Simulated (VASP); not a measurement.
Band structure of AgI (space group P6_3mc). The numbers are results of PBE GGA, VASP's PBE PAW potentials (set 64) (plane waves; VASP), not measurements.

Unless said otherwise, spin-orbit coupling is left out, though it shifts the bands of the heavy elements here.

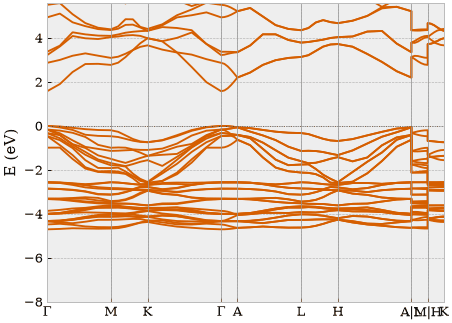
Bands along high-symmetry lines, zero at the valence-band maximum or, without a gap, the Fermi level

Read the plot: is there a gap, and where are the band edges?

The gap is direct, 1.58 eV, from the valence maximum at Γ to the conduction minimum at Γ.

The structure comes from a computed database's AgI entry; how it stands against other phases isn't given here. The cell was not relaxed at this level.
